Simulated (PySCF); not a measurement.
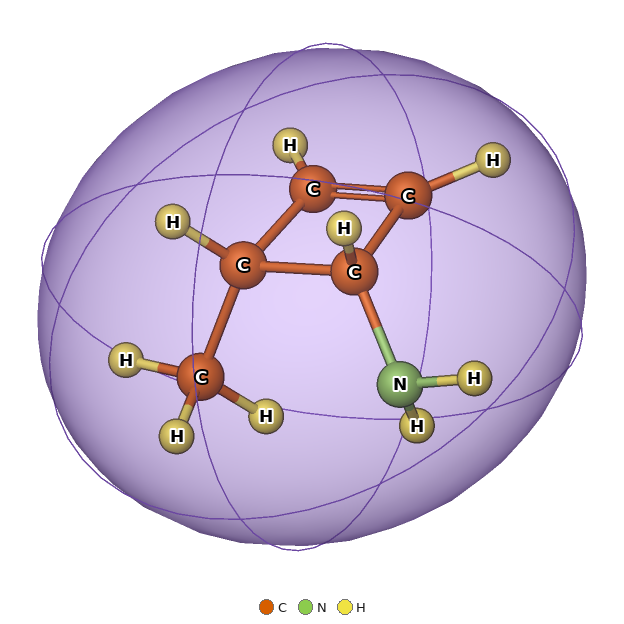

The ellipsoid shows the static dipole polarisability: its half-axes are proportional to the principal values. The computed structure is the end point of a GFN2-xTB optimisation. No frequency run is at hand to confirm it as a minimum. Computed with B3LYP/def2-SVPD (PySCF 2.14.0).

> Give the principal values, the mean and the anisotropy.

Principal values 56.1, 68.5, 75.3 bohr³; mean 66.6 bohr³ (9.87 Å³); anisotropy 16.8 bohr³, so the longest axis is 1.34 times the shortest.
